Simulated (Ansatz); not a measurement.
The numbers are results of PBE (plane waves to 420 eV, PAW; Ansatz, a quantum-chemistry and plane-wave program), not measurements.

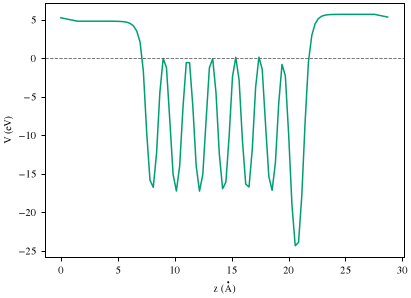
*Plane-averaged electrostatic potential energy along the normal, in eV from the Fermi level, for a constructed model of the (111) surface of fcc Cu, a pseudomorphic layer of Os in the host's stacking (bottom of the slab: a bare face, its two planes held)*

Slab: 7 atoms, 12.9 Å thick at the start with caps and adatoms (thin: gaps and levels are the slab's own); k 17x17x1, smearing 0.1 eV, dipole-corrected; 2 atoms held, the rest relaxed; start symmetry kept, larger cells not searched; no spin, no spin-orbit, no U. In PBE it is, or lies within 0.01 eV a 1x1 cell of, the lowest of the 2 structures of its composition computed so far; subsurface sites and larger cells were not tried.

The vacuum level lies 5.69 eV above the Fermi level over the top face and 4.80 eV above it under the bottom face.
